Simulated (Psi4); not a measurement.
## Run report: OF2, geometry relaxation (part 2 of 3)

OF2 (oxygen difluoride); r2SCAN-3c/def2-mTZVPP, RKS (Psi4 1.11). The geometry comes from this level: PBE0-D4/def2-TZVP.

Geometry of the input (Å):
```
F  0.9533  -0.3400  0.4883
O  0.0005  0.5639  0.0620
F  -0.9538  -0.2240  -0.5503
```

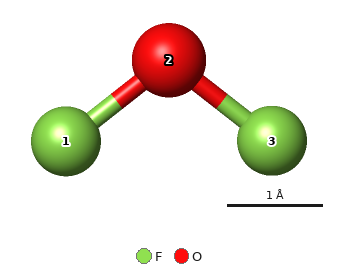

The input geometry (ball-and-stick view, seen on its broad side; atoms are numbered from 1 in the order of the input).

Output, continued
```
    Blocking Scheme        =         OCTREE
    BS radius alpha        =              1
    Pruning alpha          =              1
    Radial Points          =             75
    Spherical Points       =            302
    Total Points           =          65175
    Total Blocks           =            546
    Max Points             =            256
    Max Functions          =             70
    Weights Tolerance      =       1.00E-15

   => Loading Basis Set <=

    Name: DEF2-MTZVPP
    Role: ORBITAL
    Keyword: BASIS

  Reading orbitals from file scr/output.180.npy, no projection.

  ==> Integral Setup <==

  DFHelper Memory: AOs need 0.010 GiB; user supplied 0.814 GiB.
  SCF_SUBTYPE=INCORE selected. In-core MEM_DF algorithm will be used.
  Using in-core AOs.

  ==> MemDFJK: Density-Fitted J/K Matrices <==

    J tasked:                   Yes
    K tasked:                    No
    wK tasked:                   No
    Memory [MiB]:               833
    Algorithm:                 Core
    Schwarz Cutoff:           1E-12
    Mask sparsity (%):       0.6944
    Fitting Condition:        1E-10

   => Auxiliary Basis Set <=

  Basis Set: (DEF2-MTZVPP AUX)
    Blend: DEF2-UNIVERSAL-JKFIT
    Number of shells: 75
    Number of basis functions: 231
    Number of Cartesian functions: 279
    Spherical Harmonics?: true
    Max angular momentum: 4

  Cached 100.0% of DFT collocation blocks in 0.303 [GiB].

  Minimum eigenvalue in the overlap matrix is 1.2752385550E-03.
  Reciprocal condition number of the overlap matrix is 2.6962931427E-04.
    Using symmetric orthogonalization.

  ==> Pre-Iterations <==

  SCF Guess: Orbitals guess was supplied from a previous computation.

   -------------------------------------------------------
    Irrep   Nso     Nmo     Nalpha   Nbeta   Ndocc  Nsocc
   -------------------------------------------------------
     A'        51      51      10      10      10       0
     A"        21      21       3       3       3       0
   -------------------------------------------------------
    Total      72      72      13      13      13       0
   -------------------------------------------------------

  ==> Iterations <==

                           Total Energy        Delta E     RMS |[F,P]|

   @DF-RKS iter   0:  -274.64854893791369   -2.74649e+02   1.87756e-03
   @DF-RKS iter   1:  -274.66233350600118   -1.37846e-02   3.80350e-04 ADIIS/DIIS
   @DF-RKS iter   2:  -274.66226753789067    6.59681e-05   4.60412e-04 ADIIS/DIIS
   @DF-RKS iter   3:  -274.66236924304042   -1.01705e-04   3.14301e-04 ADIIS/DIIS
   @DF-RKS iter   4:  -274.66246949342730   -1.00250e-04   8.57534e-06 DIIS
   @DF-RKS iter   5:  -274.66246949860965   -5.18236e-09   8.07369e-06 DIIS
   @DF-RKS iter   6:  -274.66246955576753   -5.71579e-08   3.06827e-06 DIIS
   @DF-RKS iter   7:  -274.66246956536048   -9.59295e-09   3.35027e-07 DIIS
   @DF-RKS iter   8:  -274.66246956546632   -1.05842e-10   1.81484e-08 DIIS
   @DF-RKS iter   9:  -274.66246956546672   -3.97904e-13   4.48872e-09 DIIS
  Energy and wave function converged.

  ==> Post-Iterations <==

   Electrons on quadrature grid:
      Ntotal   =   26.0000150414 ; deviation = 1.504e-05

    Final Occupation by Irrep:
             Ap   App
    DOCC [    10,    3 ]
    NA   [    10,    3 ]
    NB   [    10,    3 ]

  @DF-RKS Final Energy:  -274.66246956546672

   => Energetics <=

    Nuclear Repulsion Energy =             73.4614602700882386
    One-Electron Energy =                -527.5929286293983296
    Two-Electron Energy =                 208.6515953929304601
    DFT Exchange-Correlation Energy =     -29.1881646947409976
    Empirical Dispersion Energy =           0.0055680956538940
    VV10 Nonlocal Energy =                  0.0000000000000000
    Total Energy =                       -274.6624695654667221

Computation Completed

Properties will be evaluated at   0.000000,   0.000000,   0.000000 [a0]

Properties computed using the SCF density matrix

 Multipole Moments:

 ------------------------------------------------------------------------------------
     Multipole            Electronic (a.u.)      Nuclear  (a.u.)        Total (a.u.)
 ------------------------------------------------------------------------------------

 L = 1.  Multiply by 2.5417464519 to convert [e a0] to [Debye]
 Dipole X            :          0.3007905           -0.3805547           -0.0797642
 Dipole Y            :          0.2290979           -0.2898373           -0.0607394
 Dipole Z            :          0.0000000            0.0000000            0.0000000
 Magnitude           :                                                    0.1002576

 ------------------------------------------------------------------------------------

	total time  =          4 seconds =       0.07 minutes

         ------------------------------------------------------------
                                   SCF GRAD
         ------------------------------------------------------------

  ==> Geometry <==

    Molecular point group: cs
    Full point group: Cs

    Geometry (in Angstrom), charge = 0, multiplicity = 1:

       Center              X                  Y                   Z               Mass
    ------------   -----------------  -----------------  -----------------  -----------------
         F           -0.476275090798     1.041276329282     0.000000000000    18.998403162730
         O           -0.476275090798    -0.362739648221     0.000000000000    15.994914619570
         F            0.877255075668    -0.735882783692     0.000000000000    18.998403162730

  Nuclear repulsion =   73.461460270088239

   => Molecular Quadrature <=

    Radial Scheme          =       TREUTLER
    Pruning Scheme         =           NONE
    Nuclear Scheme         =       TREUTLER

    Blocking Scheme        =         OCTREE
    BS radius alpha        =              1
    Pruning alpha          =              1
    Radial Points          =             75
    Spherical Points       =            302
    Total Points           =          65175
    Total Blocks           =            546
    Max Points             =            256
    Max Functions          =             70
    Weights Tolerance      =       1.00E-15

  -Total Gradient:
     Atom            X                  Y                   Z
    ------   -----------------  -----------------  -----------------
       1       -0.002052347497    -0.003770278744     0.000000000000
       2        0.005382377660     0.004102069589     0.000000000000
       3       -0.004177472541    -0.000977261909     0.000000000000

	total time  =          1 seconds =       0.02 minutes

    			-----------------------------------------

    			 OPTKING 3.0: for geometry optimizations

    			        with contributions from

    			-----------------------------------------

	                            ===> Fragment 1 <==

	 Z (Atomic Numbers)          Masses                          Geom
	       9.000000            18.998403         -0.90002948  1.96772708  0.00000000
	       8.000000            15.994915         -0.90002948 -0.68547859  0.00000000
	       9.000000            18.998403          1.65777184 -1.39061692  0.00000000

	 - Coordinate -           - BOHR/RAD -       - ANG/DEG -
	 R(1,2)           =         2.653206           1.404016
	 R(2,3)           =         2.653218           1.404023
	 B(1,2,3)         =         1.839796         105.412543

	        --- Internal Coordinate Step in ANG or DEG, aJ/ANG or AJ/DEG ---
	-------------------------------------------------------------------------------
	           Coordinate      Previous         Force          Change          New
	           ----------      --------        ------          ------        ------
	               R(1,2)       1.40402        0.02929        0.00588       1.40990
	               R(2,3)       1.40402        0.02927        0.00588       1.40990
	             B(1,2,3)     105.41254       -0.00036       -1.07636     104.33618
	-------------------------------------------------------------------------------

	                                 ==> Convergence Check <==

	Measures of convergence in internal coordinates in au.

	Criteria marked as inactive (o), active & met (*), and active & unmet ( ).

	----------------------------------------------------------------------------------------------
	   Step    Total Energy     Delta E     Max Force     RMS Force      Max Disp      RMS Disp
	----------------------------------------------------------------------------------------------
	  Convergence Criteria     1.00e-06 *    3.00e-04 *             o    1.20e-03 *             o
	----------------------------------------------------------------------------------------------
	     2    -274.66246957   -1.10e-03      4.70e-03      3.97e-03 o    1.88e-02      1.41e-02 o  ~
	----------------------------------------------------------------------------------------------

Next Geometry in Ang
	Fragment 1 (Ang)

	    F  -0.4704894158   1.0414161666   0.0000000000
	    O  -0.4837317229  -0.3684203106   0.0000000000
	    F   0.8789260328  -0.7303419586   0.0000000000

    Structure for next step:
    Molecular point group: cs
    Full point group: Cs

    Geometry (in Angstrom), charge = 0, multiplicity = 1:

    F
    O             1          r2
    F             2          r3      1          a3

    a3        =  104.3361823389
    r2        =    1.4098986669
    r3        =    1.4099019251

gradient() will perform analytic gradient computation.

  ==> Geometry <==

    Molecular point group: cs
    Full point group: Cs

    Geometry (in Angstrom), charge = 0, multiplicity = 1:

       Center              X                  Y                   Z               Mass
    ------------   -----------------  -----------------  -----------------  -----------------
         F           -0.480661857716     1.036631324094     0.000000000000    18.998403162730
         O           -0.480661857716    -0.373267342842     0.000000000000    15.994914619570
         F            0.885335098367    -0.722374424296     0.000000000000    18.998403162730

  Running in cs symmetry.

  Rotational constants: A =      2.00265  B =      0.35779  C =      0.30355 [cm^-1]
  Rotational constants: A =  60037.97618  B =  10726.15668  C =   9100.32687 [MHz]
  Nuclear repulsion =   73.293571077915715

  Charge       = 0
  Multiplicity = 1
  Electrons    = 26
  Nalpha       = 13
  Nbeta        = 13

   => Molecular Quadrature <=

    Radial Scheme          =       TREUTLER
    Pruning Scheme         =           NONE
    Nuclear Scheme         =       TREUTLER

    Blocking Scheme        =         OCTREE
    BS radius alpha        =              1
    Pruning alpha          =              1
    Radial Points          =             75
    Spherical Points       =            302
    Total Points           =          65181
    Total Blocks           =            543
    Max Points             =            255
    Max Functions          =             70
    Weights Tolerance      =       1.00E-15

  ==> MemDFJK: Density-Fitted J/K Matrices <==

    J tasked:                   Yes
    K tasked:                    No
    wK tasked:                   No
    Memory [MiB]:               834
    Algorithm:                 Core
    Schwarz Cutoff:           1E-12
    Mask sparsity (%):       0.6944
    Fitting Condition:        1E-10

   => Auxiliary Basis Set <=

  Basis Set: (DEF2-MTZVPP AUX)
    Blend: DEF2-UNIVERSAL-JKFIT
    Number of shells: 75
    Number of basis functions: 231
    Number of Cartesian functions: 279
    Spherical Harmonics?: true
    Max angular momentum: 4

  Cached 100.0% of DFT collocation blocks in 0.303 [GiB].

  Minimum eigenvalue in the overlap matrix is 1.2888148596E-03.
  Reciprocal condition number of the overlap matrix is 2.7276118918E-04.
    Using symmetric orthogonalization.

  ==> Iterations <==

                           Total Energy        Delta E     RMS |[F,P]|

   @DF-RKS iter   0:  -274.65861277908766   -2.74659e+02   6.25584e-04
   @DF-RKS iter   1:  -274.66253091694892   -3.91814e-03   1.62576e-04 ADIIS/DIIS
   @DF-RKS iter   2:  -274.66245101575612    7.99012e-05   3.27508e-04 ADIIS/DIIS
   @DF-RKS iter   3:  -274.66255158155440   -1.00566e-04   9.20605e-05 DIIS
   @DF-RKS iter   4:  -274.66255967492077   -8.09337e-06   6.33629e-06 DIIS
   @DF-RKS iter   5:  -274.66255970612542   -3.12046e-08   3.40600e-06 DIIS
   @DF-RKS iter   6:  -274.66255971317764   -7.05222e-09   2.17974e-06 DIIS
   @DF-RKS iter   7:  -274.66255971807374   -4.89609e-09   7.52339e-08 DIIS
   @DF-RKS iter   8:  -274.66255971807971   -5.96856e-12   1.08562e-08 DIIS
   @DF-RKS iter   9:  -274.66255971807965    5.68434e-14   5.82161e-10 DIIS
  Energy and wave function converged.

  ==> Post-Iterations <==

   Electrons on quadrature grid:
      Ntotal   =   26.0000124775 ; deviation = 1.248e-05

    Final Occupation by Irrep:
             Ap   App
    DOCC [    10,    3 ]
    NA   [    10,    3 ]
    NB   [    10,    3 ]

  @DF-RKS Final Energy:  -274.66255971807965

   => Energetics <=

    Nuclear Repulsion Energy =             73.2935710779157148
    One-Electron Energy =                -527.2732424337991688
    Two-Electron Energy =                 208.4939397530926328
    DFT Exchange-Correlation Energy =     -29.1824473035733760
    Empirical Dispersion Energy =           0.0056191882845284
    VV10 Nonlocal Energy =                  0.0000000000000000
    Total Energy =                       -274.6625597180796490

Computation Completed

Properties will be evaluated at   0.000000,   0.000000,   0.000000 [a0]

Properties computed using the SCF density matrix

 Multipole Moments:

 ------------------------------------------------------------------------------------
     Multipole            Electronic (a.u.)      Nuclear  (a.u.)        Total (a.u.)
 ------------------------------------------------------------------------------------

 L = 1.  Multiply by 2.5417464519 to convert [e a0] to [Debye]
 Dipole X            :          0.2986346           -0.3840598           -0.0854252
 Dipole Y            :          0.2319155           -0.2982491           -0.0663336
 Dipole Z            :          0.0000000            0.0000000            0.0000000
 Magnitude           :                                                    0.1081555

 ------------------------------------------------------------------------------------

	total time  =          3 seconds =       0.05 minutes

         ------------------------------------------------------------
                                   SCF GRAD
         ------------------------------------------------------------

  ==> Geometry <==

    Molecular point group: cs
    Full point group: Cs

    Geometry (in Angstrom), charge = 0, multiplicity = 1:

       Center              X                  Y                   Z               Mass
    ------------   -----------------  -----------------  -----------------  -----------------
         F           -0.480661857716     1.036631324094     0.000000000000    18.998403162730
         O           -0.480661857716    -0.373267342842     0.000000000000    15.994914619570
         F            0.885335098367    -0.722374424296     0.000000000000    18.998403162730

  Nuclear repulsion =   73.293571077915715

   => Molecular Quadrature <=

    Radial Scheme          =       TREUTLER
    Pruning Scheme         =           NONE
    Nuclear Scheme         =       TREUTLER

    Blocking Scheme        =         OCTREE
    BS radius alpha        =              1
    Pruning alpha          =              1
    Radial Points          =             75
    Spherical Points       =            302
    Total Points           =          65181
    Total Blocks           =            543
    Max Points             =            255
    Max Functions          =             70
    Weights Tolerance      =       1.00E-15

  -Total Gradient:
     Atom            X                  Y                   Z
    ------   -----------------  -----------------  -----------------
       1        0.000228678096    -0.000045645921     0.000000000000
       2       -0.001088148100    -0.000843758303     0.000000000000
       3        0.000013639899     0.000232537233     0.000000000000
```
